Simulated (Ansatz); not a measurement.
**GaGeH7Si (SMILES [SiH3][GaH][GeH3]): density, localisation and related maps**

Input file:

```
crystal:
  periodic: [false, false, false]
  atoms:
    - {symbol: Ga, position_ang: [-0.613988, -0.201541, -0.413103]}
    - {symbol: Ge, position_ang: [-1.210428, -0.352875, 1.990219]}
    - {symbol: Si, position_ang: [-1.494326, 1.507439, -1.915941]}
    - {symbol: H, position_ang: [-2.824179, 2.020090, -1.480925]}
    - {symbol: H, position_ang: [-0.551077, 2.665312, -1.925632]}
    - {symbol: H, position_ang: [-1.622793, 1.020747, -3.319105]}
    - {symbol: H, position_ang: [0.406757, -1.280392, -0.980268]}
    - {symbol: H, position_ang: [-2.255854, -1.482171, 2.202056]}
    - {symbol: H, position_ang: [-1.839184, 0.945985, 2.556081]}
    - {symbol: H, position_ang: [0.008380, -0.704723, 2.882480]}
basis:
  gaussian: {orbitals: def2-TZVPD}
hamiltonian: {xc: {name: PBE0}}
output: {forces: true, orbitals: {seedname: orbitals}}
```

Launched as:

```sh
ansatz run input.yaml --threads 2 --pin off --max-ram 4350MiB --events-out events.jsonl --progress --plain --runs-dir runs
```

Geometry: B3LYP/6-31G*.

These are results of Ansatz 0.2.0, isolated molecule in a Gaussian basis; Kohn-Sham density functional theory, functional PBE0, not measurements.

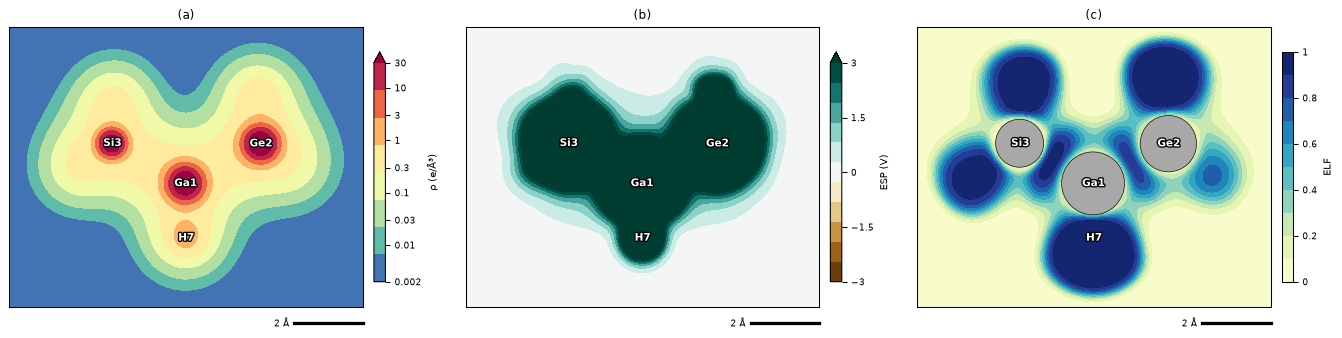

Figure 1. (a) total electron density; (b) molecular electrostatic potential; (c) ELF on the plane of atoms Ge2, Ga1 and Si3. Grey discs cover the atomic cores in the ELF map.

> What does the map show?

Atoms in the plane: Ga, Ge, Si and H.
Ga–Si (2.44 Å): ρ at the midpoint is about 0.52 e/Å³; the ELF peaks at about 0.95 between the atoms (a shared electron pair).
Ga–Ge (2.48 Å): the density is about 0.5 e/Å³ at the midpoint; the ELF peaks at about 0.85 between the atoms: a covalent bond.
Ga–H (1.59 Å): ρ at the midpoint is about 0.93 e/Å³; the ELF climbs to about 1 towards the hydrogen.
The potential has no marked negative region in this plane.

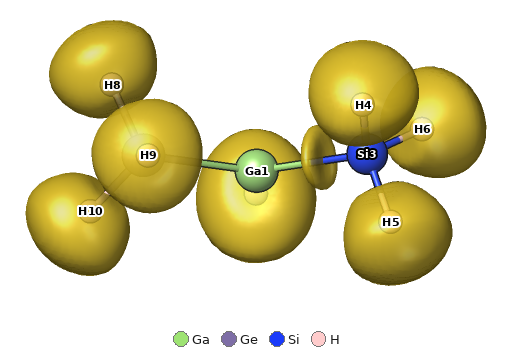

Figure 2. Isosurface of the electron localisation function at 0.9 (yellow), seen from one side. Only the valence region is drawn (cores and ρ < 0.01 e/Å³ removed).

> Identify the bonds, lone pairs and shells in this picture.

The ELF exceeds this value in one region between bonded Ga–Si atoms (shared pairs) and seven regions around hydrogen nuclei.

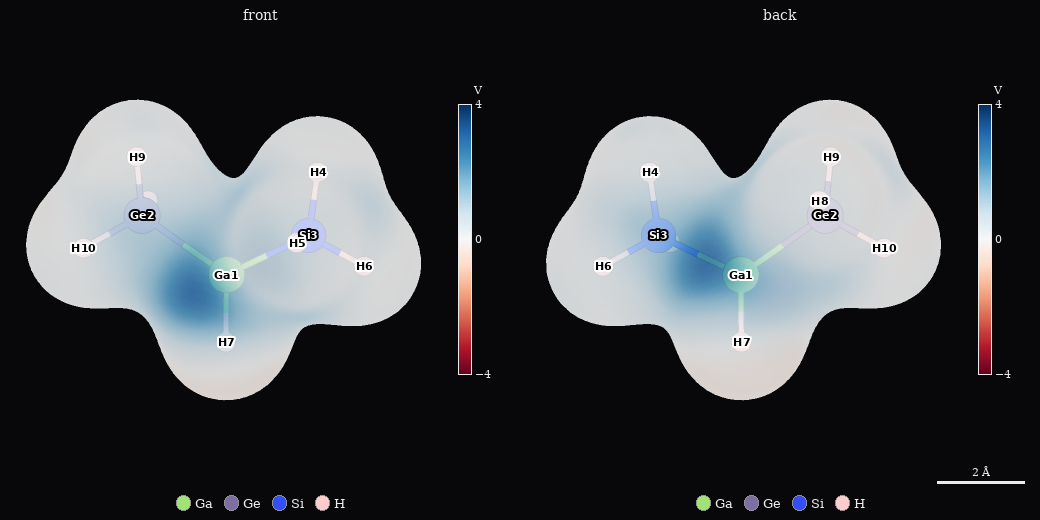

Figure 3. The molecular electrostatic potential painted on the density surface at 0.002 e/bohr³, seen from the front and from behind; red is negative and blue positive.

> Describe the electrostatic potential map.

The most negative region (about −0.2 V) lies over H7, the most positive (about +3.0 V) over Ga1.

> What dipole moment does the calculation give?

Its dipole moment is 0.30 D.
